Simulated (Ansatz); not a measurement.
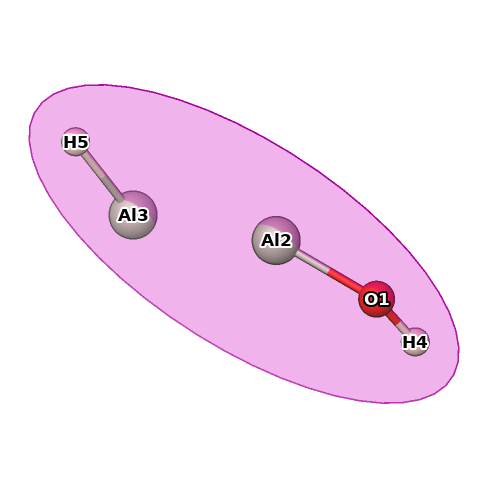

A disc through the centre of mass is drawn in. Atoms fade into the background with distance from the viewer. Computed geometry: PBE0-D4/def2-TZVP optimisation. No frequency run is at hand to confirm it as a minimum.

### Is the plane of the disc a mirror plane of the structure?

Yes. The reflection leaves O1, Al2, Al3, H4, H5 in place. The point group is Cs.
